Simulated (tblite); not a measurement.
Frequency calculation of C5H16BNSi

The run: frequency calculation of C5H16BNSi. Method and program: GFN2-xTB harmonic vibrations, gas phase (tblite 0.8.0).

It belongs to a series of runs on one base structure; here: H on C replaced by CH2SiH3.

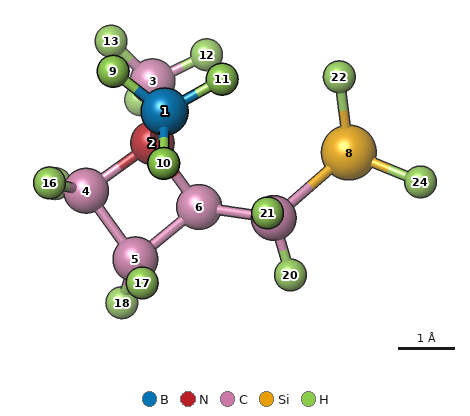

The input geometry (ball-and-stick view, seen on its broad side; atoms are numbered from 1 in the order of the input). Bond lengths as drawn: B–H 1.19 to 1.20 Å, B–N 1.64 Å, C–C 1.51 to 1.54 Å, C–H 1.09 to 1.10 Å, C–N 1.45 to 1.49 Å, C–Si 1.90 Å and H–Si 1.46 to 1.47 Å.

### Input file
```
{"job": {"kind": "ir", "xc": "GFN2-xTB", "basis": "xTB"}, "charge": 0, "multiplicity": 1}
B     -0.856020     0.865214     1.432963
N     -0.874969     0.000761     0.039050
C     -1.399932     0.830792    -1.027524
C     -1.579426    -1.281681     0.251034
C     -0.238168    -2.007958     0.318766
C      0.367251    -0.746650    -0.314453
C      1.696296    -0.239166     0.196783
Si     2.373919     1.275638    -0.736836
H     -1.999704     1.151866     1.628060
H     -0.429052     0.153575     2.290418
H     -0.174624     1.825677     1.247798
H     -0.730564     1.673310    -1.186400
H     -2.376103     1.213034    -0.736460
H     -1.494274     0.264661    -1.960286
H     -2.177759    -1.565791    -0.618297
H     -2.195903    -1.285347     1.146251
H      0.103017    -2.161885     1.339090
H     -0.147747    -2.932968    -0.245704
H      0.410612    -0.856371    -1.406156
H      2.407843    -1.063876     0.101649
H      1.605566    -0.016844     1.257623
H      1.644161     2.502744    -0.442371
H      2.266260     0.994586    -2.177443
H      3.787586     1.426443    -0.390000
```

The first line tells a small driver script what to run in tblite; the rest is the geometry in Å.

Launch command:
```bash
OMP_NUM_THREADS=1 python <driver script> task.json out
```

### Output
```
mode    cm-1     km/mol
  1      85.0      0.07
  2     104.1      8.09
  3     125.4      0.75
  4     185.1      0.71
  5     211.0      2.75
  6     263.5     14.88
  7     281.4      2.05
  8     308.5      2.06
  9     337.4      6.07
 10     359.9      1.85
 11     415.6      5.28
 12     450.7      0.64
 13     507.6     24.26
 14     550.5     66.06
 15     593.7      5.56
 16     673.9     14.00
 17     742.3     11.17
 18     772.1     16.63
 19     789.3    176.11
 20     796.8    373.87
 21     800.9    240.27
 22     832.5      0.99
 23     876.6     51.60
 24     897.4     23.24
 25     904.6     28.33
 26     983.3     29.06
 27     998.1     24.93
 28    1039.3      0.55
 29    1062.3      6.47
 30    1093.3     11.81
 31    1121.7      9.74
 32    1150.9     58.73
 33    1167.5     11.53
 34    1170.8    153.30
 35    1198.4      3.14
 36    1212.2     12.26
 37    1224.5     10.05
 38    1229.4     12.94
 39    1252.0      5.44
 40    1263.9     26.22
 41    1272.4     20.67
 42    1285.0     54.68
 43    1294.3      5.40
 44    1358.4     29.14
 45    1409.0      4.28
 46    1451.5      6.08
 47    1457.3      2.52
 48    1469.6      2.65
 49    1473.7      0.85
 50    1482.1     10.98
 51    2199.7    318.10
 52    2271.0    327.66
 53    2318.0    228.79
 54    2410.8    324.56
 55    2428.5    310.21
 56    2461.3    138.45
 57    2884.4     52.90
 58    2936.9     48.13
 59    2952.4     47.57
 60    2959.1     37.57
 61    3020.2     38.91
 62    3027.5     11.99
 63    3029.7     10.46
 64    3034.9     16.98
 65    3038.7     16.01
 66    3040.0     19.73
```

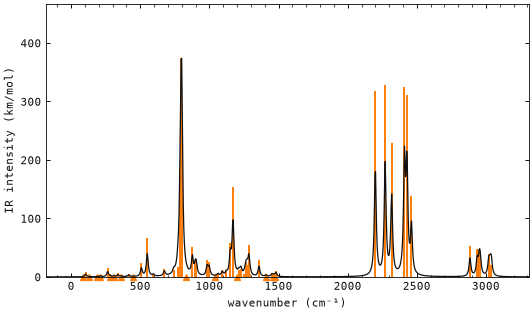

Harmonic infrared spectrum, unscaled: sticks (degenerate modes added up, dark ones marked on the axis) with a Lorentzian envelope of 16 cm⁻¹ full width, scaled to the tallest stick. 66 modes from 85 to 3040 cm⁻¹, none imaginary. The strongest line is at 797 cm⁻¹ (374 km/mol).

### Key numbers

- outcome: converged
- total energy: −673.5072 eV
- zero-point energy: 125.8020 kcal/mol
- hardware: 1 CPU thread, shared host
- wall time: 1.8 s
- peak memory: 0.18 GiB
